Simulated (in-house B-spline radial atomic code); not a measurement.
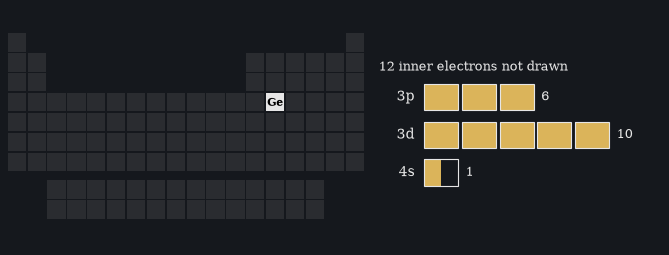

Left, the place of germanium in the periodic table; right, the outer shells as the input fills them: a box for each of the 2l + 1 orbitals, shaded by the share of the shell that is filled, with the electron count at the right.

RPA and GW calculation for Ge³⁺

- system: Ge³⁺, configuration [Ar] 3d10 4s1.
- method: RPA, second-order and SOSEX correlation energies and G0W0 (contour deformation) on a non-relativistic mean field, all electrons, B-spline basis (in-house B-spline radial atomic code)

### Input
```
Z = 32
electrons = 29.0
configuration = [Ar] 3d10 4s1
hamiltonian = nr
method = kli
lmax = 9
spin_polarised = True
box_radius = 14.14
intervals = 72
ion_configuration = [Ar] 3d10
```

The run was one of a batch that the task file lists, launched with:
```bash
python <driver script> task.json out
```

The program writes its results to a structured record and prints no log; tables and figures of this report are taken from that record.

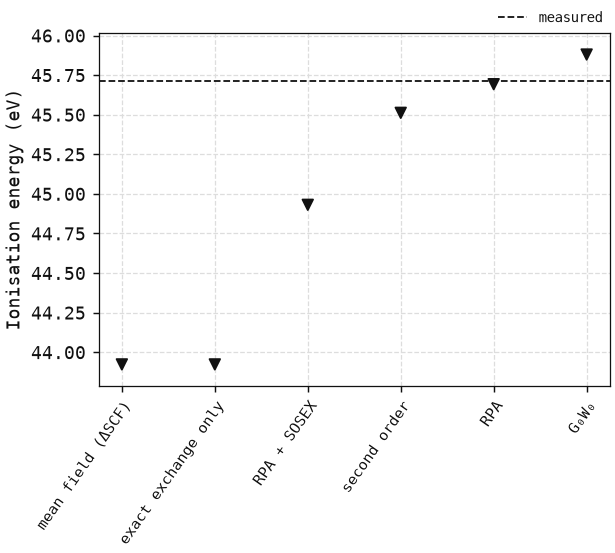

The ionisation energy of Ge³⁺ ([Ar] 3d¹⁰ 4s → [Ar] 3d¹⁰) across levels of theory. All-electron spherical atom, non-relativistic, exchange-only KLI start, no spin-orbit coupling, Breit or QED terms; computed with a B-spline radial code. Differences of total energies, each species on its own start, beside the G₀W₀ level. The values run from 43.92 eV (mean field (ΔSCF) and exact exchange only) to 45.88 eV (G₀W₀). The measured value is 45.72 eV; nearest to it come RPA (−0.02) and G₀W₀ (+0.16), furthest exact exchange only (−1.79 eV).

| Method | Ionisation energy (eV) |
| --- | --- |
| mean field (ΔSCF) | 43.92 |
| exact exchange only | 43.92 |
| second order | 45.51 |
| RPA | 45.69 |
| RPA + SOSEX | 44.93 |
| G₀W₀ | 45.88 |

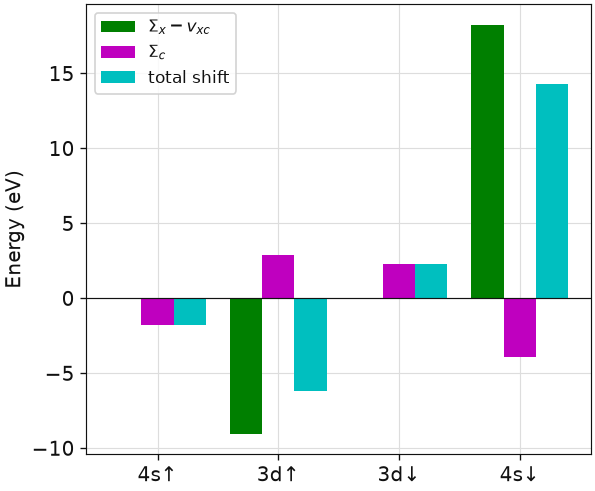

Parts of the G₀W₀ correction to each level for Ge³⁺ ([Ar] 3d¹⁰ 4s). The quasi-particle equation is solved at full frequency; levels of low quasi-particle weight Z are left out. Σ columns are in eV, and Σc holds an estimate for the angular momenta beyond the basis. G₀W₀ moves the highest occupied level, 4s↑, from −44.13 to −45.88 eV (renormalisation factor Z = 0.96); the measured removal energy is 45.72 eV, so the error is +0.16 eV. The empty level 4s↓ goes from −48.68 to −34.37 eV.

| Level | Mean field (eV) | Σx − vxc (eV) | Σc (eV) | Z | G₀W₀ (eV) |
| --- | --- | --- | --- | --- | --- |
| 4s↑ | −44.13 | 0.00 | −1.75 | 0.96 | −45.88 |
| 3d↑ | −69.04 | −9.05 | 2.87 | 0.86 | −75.22 |
| 3d↓ | −78.02 | 0.00 | 2.32 | 0.94 | −75.70 |
| 4s↓ | −48.68 | 18.25 | −3.93 | 0.80 | −34.37 |

### Results in brief

- outcome: converged
- mean-field total energy: −2073.35291 hartree
- total energy with exact exchange alone: −2073.35291 hartree
- exact exchange energy: −76.71161 hartree
- RPA correlation, extrapolated in the angular momentum of the empty orbitals: −2.17949 hartree
- RPA correlation, as summed: −2.15315 hartree
- direct second-order term: −2.55621 hartree
- second-order exchange term: 0.74816 hartree
- SOSEX term: 0.68004 hartree
- hardware: 1 thread of Arm Neoverse N1, 54 GiB of memory available, shared host
- wall time: 13 s

### Notes

Caveats: empty minority-spin level lies below the highest occupied level: each spin potential is zero at infinity, spin occupations fixed; relativity is absent.
